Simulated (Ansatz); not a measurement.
Ta3W2

Input

```
crystal:
  lattice:
    - [1.5333234329, 0.8852646967, 10.9247915955]
    - [-1.5333234329, 0.8852646967, 10.9247915955]
    - [0.0, -1.7705293935, 10.9247915955]
  atoms:
    - { symbol: Ta, position: [0.2016729654, 0.2016729654, 0.2016729654] }
    - { symbol: Ta, position: [0.7983270346, 0.7983270346, 0.7983270346] }
    - { symbol: Ta, position: [0.0, 0.0, 0.0] }
    - { symbol: W, position: [0.3988782665, 0.3988782665, 0.3988782665] }
    - { symbol: W, position: [0.6011217335, 0.6011217335, 0.6011217335] }
basis:
  ecutwfc: 420
kpoints:
  mp_grid: { grid: [12, 12, 12] }
hamiltonian:
  xc: pbe
scf:
  occupations: { method: gaussian, width: 0.1 }
output:
  forces: true
  stress: true
  eigenvalues: true
  write_density: true
  write_potential: true
  elf: true
  volumetric_format: npy
relax:
  adjacent_minimum: "off"
  f_tol: 0.01
  max_steps: 80
  cell: { stress_tol: 0.05 }
```

Launched as:

```sh
ansatz run input.yaml --threads 4 --pin off --max-ram 8192MiB --backend cpu --events-out ev --progress --plain --runs-dir out
```

Below, planes, directions and counts refer to the conventional cell (a = 3.07 Å, b = 3.07 Å, c = 32.77 Å, α = 90.00°, β = 90.00°, γ = 120.00°).

Space group R-3m; a structure generated by program, which may or may not match a known phase; computed without spin polarisation.

Theory: Ansatz, DFT PBE, scalar-relativistic, plane waves, PAW.

> What can the converged valence pseudo-density and electron localisation function tell about the bonding?

Ta–W (2.79 Å): ρ is about 0.38 e/Å³ halfway; the ELF is about 0.35 at the midpoint.
Ta–Ta (2.91 Å): ρ at the midpoint is about 0.3 e/Å³; the ELF is about 0.35 at the midpoint.

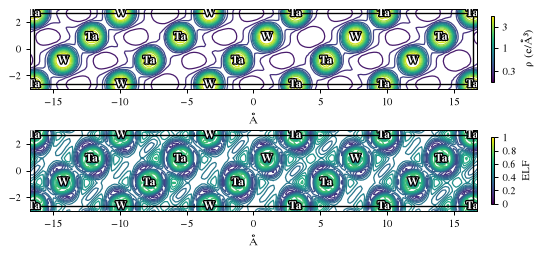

Computed valence pseudo-density and electron localisation function on the (110) plane of the conventional cell, in this order. 

Core electrons are frozen (PAW), and the valence fields are smoothed inside the atomic spheres.
